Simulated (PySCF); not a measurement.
SMILES [F][Ta-]([F])([F])([F])([F])[F] (charge -1) at its B3LYP/def2-SVP optimised geometry (Å):

```
7

Ta     0.0000     0.0000     0.0000
F     -1.9236     0.0018    -0.0057
F      1.9236     0.0000     0.0000
F      0.0018    -0.0045    -1.9231
F      0.0032     1.9232     0.0000
F     -0.0009    -1.9232     0.0056
F     -0.0050     0.0032     1.9231
```

Level of theory: PySCF with B3LYP/def2-TZVPD, def2 effective core potentials past Kr. The core electrons that the potentials of Ta replace are not part of the density. Cells within 0.4 Å of a nucleus heavier than hydrogen are left out (blank, or x).

Map of the log10 of the electron density (e/bohr³), floored at −4 on the plane z = 0.0 Å:

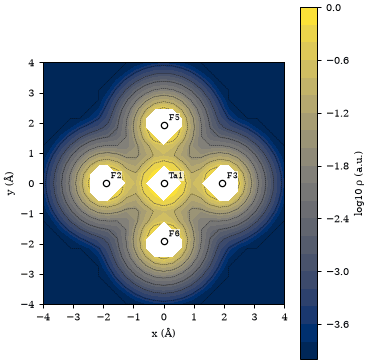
Figure. Log10 of the electron density (e/bohr³), floored at −4 on the plane z = 0.0 Å.
